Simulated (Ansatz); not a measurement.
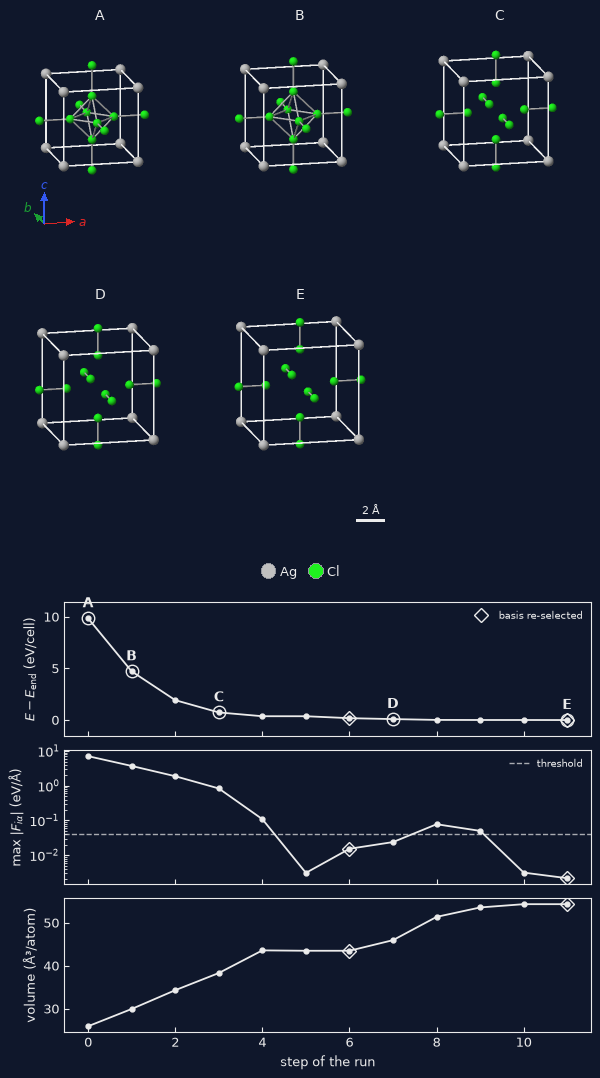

Frames of a relaxation of crystalline AgCl6 (a generated structure, set up in Pm-3m) (coarse preliminary run), marked on the history of the run. A ball-and-stick model of the cell of the calculation, seen slightly off an axis.

Computed with DFT PBE, scalar-relativistic, plane waves, PAW (Ansatz). Set-up: plane-wave cutoff 420 eV; k-point mesh 4 × 4 × 4; occupations gaussian; smearing width 0.1 eV; no spin polarisation; cell and atoms relaxed; force threshold 0.04 eV/Å; at most 70 steps.

What happens along the run?

The largest moves relative to the cell, 0.47 Å, are those of Cl atoms. Ag stays in place. The drawn cell changes as follows: a = b = c 5.662 → 7.246 Å (+28.0 %); the volume changes by +109.6 %. Some distances before and after: Cl–Cl 2.346 → 3.670 Å, Cl–Cl 2.344 → 2.056 Å. Bonds break: Cl–Cl (2.35 → 3.67 Å). The space group stays Pm-3m (No. 221). Over 9 accepted moves (11 points after the start) the energy falls by 9.853 eV per cell of the calculation. The largest force component goes from 7.1 to 0.0022 eV/Å. The pressure goes from 23.23 to 0.03 GPa. The SCF was repeated twice at an unchanged geometry on a basis and grid sized afresh for the cell, which shifted the energy by 0.188 eV per cell of the calculation at most. From step 0 to 1: Cl atoms move most (0.07 Å), volume +15.5 %, energy −5.138 eV per cell of the calculation. From step 1 to 3: Cl atoms move most (0.19 Å), volume +27.9 %, energy −3.978 eV per cell of the calculation. From step 3 to 7: Cl atoms move most (0.10 Å), volume +20.0 %, energy −0.644 eV per cell of the calculation. From step 7 to 11: Cl atoms move most (0.06 Å), volume +18.2 %, energy −93.6 meV per cell of the calculation.

Limits of the set-up: an odd number of electrons was run without spin polarisation, which fails if the electron would localise.
